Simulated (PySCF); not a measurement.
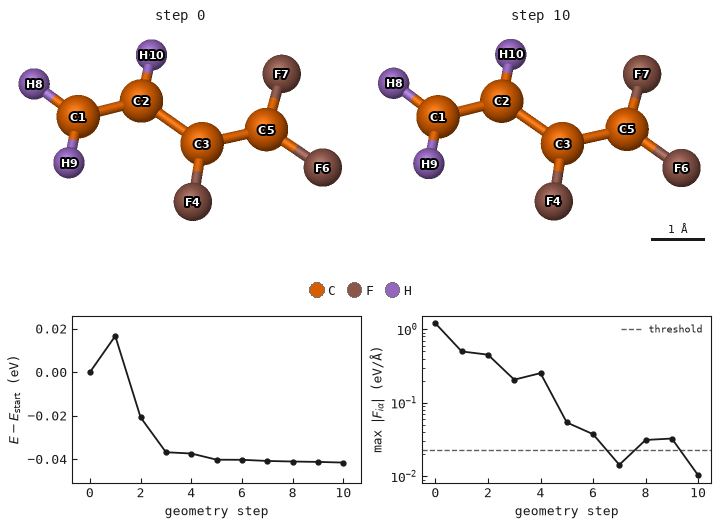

First and last geometry of a relaxation of C4H3F3, with the history of the run. A ball-and-stick model, seen at a tilt.

The start comes from GFN2-xTB.

Theory: PySCF 2.14.0, density-fitted response routines, PBE0-D3(BJ)/def2-SVP geometry optimisation, gas phase. 

What do the curves and the structures tell?

It converged. The atom that moves furthest after the best rigid fit is F6 (0.028 Å). Largest moves by element: F 0.028 Å, H 0.023 Å, C 0.013 Å. Among the contacts that change: C5–F6 1.323 → 1.304 Å, C5–F7 1.328 → 1.310 Å, C1–H8 1.075 → 1.091 Å, C1–H9 1.077 → 1.092 Å. After 10 geometry steps the energy has fallen by 0.042 eV. Largest force component: 1.2 eV/Å at the start, 0.01 eV/Å at the end. The run took about 40 core-seconds on a shared host.
